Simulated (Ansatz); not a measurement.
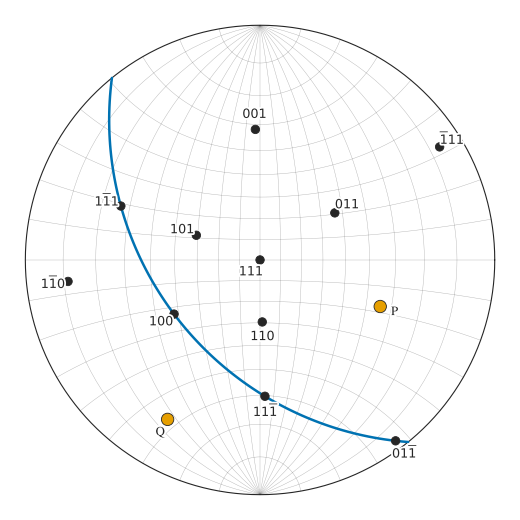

Stereographic projection of plane normals (upper hemisphere) centred on (1 1 1). Crystal: H₆C₆BrN, the end point of a relaxation with Ansatz 0.2.0, DFT PBE, scalar-relativistic, plane waves, PAW. All values are computed from the atomic coordinates in the standard setting (tolerance 0.002 Å).

a = 6.344 Å, b = 7.790 Å, c = 8.465 Å, α = 90.00°, β = 92.83°, γ = 90.00°.

Question: Index the poles marked P, Q.

Answer: P is (0 1 0), 57.5° from the centre; Q is (1 0 −1), 76.3° from the centre.

Question: Which zone does the coloured great circle trace?

Answer: The zone [0 1 1]: its poles satisfy k + l = 0.

Question: What is the angle between the normals of (1 1 1) and (0 1 1), and what are their d_hkl = 1/|g|?

Answer: 41.3°; d = 4.181 Å and 5.729 Å.
